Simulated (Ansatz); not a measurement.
# Effect of Fe vacancy, symmetric start on FePt

Start from a 16-atom supercell of FePt (space group P4/mmm, No. 123; a = 2.689 Å, c = 3.714 Å; ferromagnetic) at its relaxed geometry.

Modification: a neutral Fe vacancy, symmetric start, atoms relaxed at fixed cell.

Computed with PBEsol (Ansatz, a program for electronic structure; PAW; 420 eV plane waves; spin-orbit coupling left out). Γ-centred 7×7×7 mesh, Fermi–Dirac width 0.05 eV.

The pressure goes from zero to -3.5 GPa and the largest displacement of a host atom from its site in the perfect cell comes out as 0.02 Å. The mean distance from the defect site to its nearest host atoms decreases by 0.02 Å (2.66 Å → 2.64 Å).

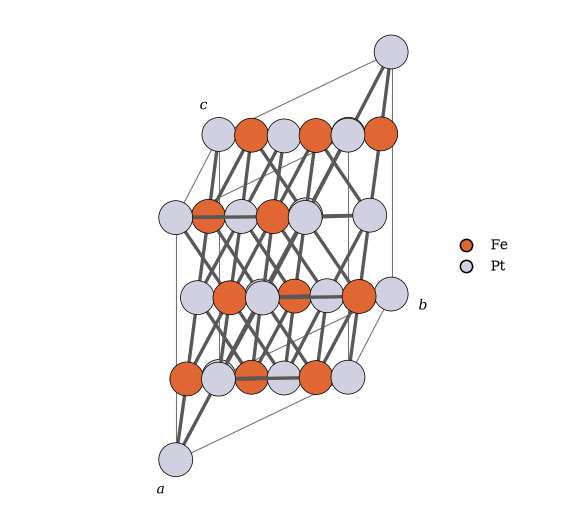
Figure: The relaxed cell after the change

Other magnetic orders, which the real material may have, were not ruled out. The cell is small, so the values are those of an ordered compound at a high defect concentration; dilute-limit values will differ. The defect started on the symmetric site and kept its symmetry, so it may sit on a saddle. The defect cell is spin-polarised and ends with 23.2 μB, a fractional moment that hangs on the mesh and smearing.
